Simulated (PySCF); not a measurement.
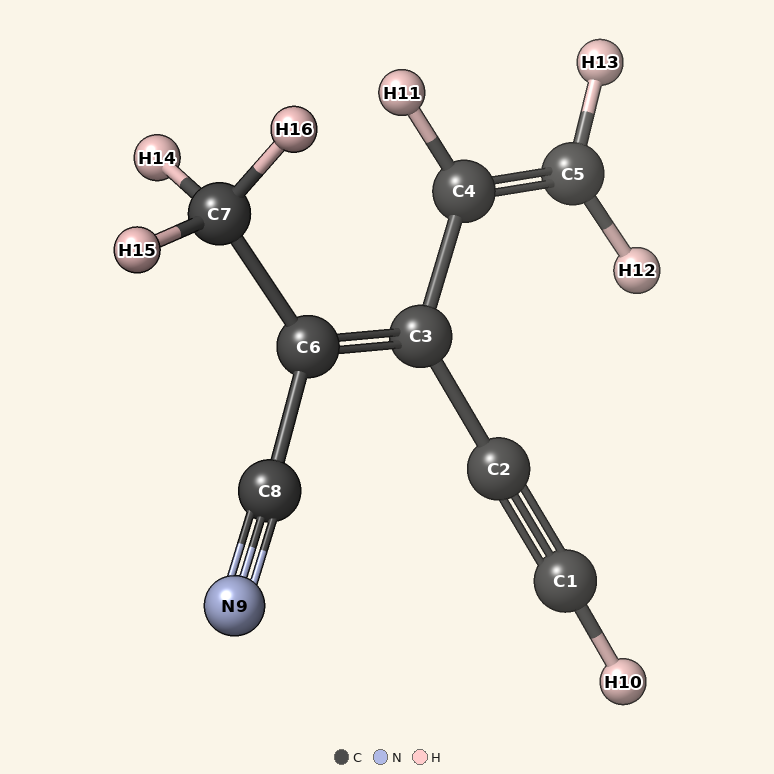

Computed geometry: PBE0-D3(BJ)/def2-SVP optimisation. No frequency run is at hand to confirm it as a minimum. Method: TDDFT CAM-B3LYP/def2-SVPD, vertical, gas phase, core orbitals frozen in the response (PySCF 2.14.0), and the same with a continuum solvent (IEF-PCM, Bondi radii x 1.2, gas-phase geometry).

How do dipole (D), HOMO–LUMO gap (eV), lowest singlet (eV) change in benzene (ε = 2.3), acetone (ε = 20.5)?

```json
{"medium": "gas phase", "dipole (D)": "4.41", "HOMO–LUMO gap (eV)": "6.78", "lowest singlet (eV)": "4.53"}
{"medium": "benzene", "dipole (D)": "5.14", "HOMO–LUMO gap (eV)": "6.78", "lowest singlet (eV)": "4.33"}
{"medium": "acetone", "dipole (D)": "6.01", "HOMO–LUMO gap (eV)": "6.76", "lowest singlet (eV)": "4.36"}
```
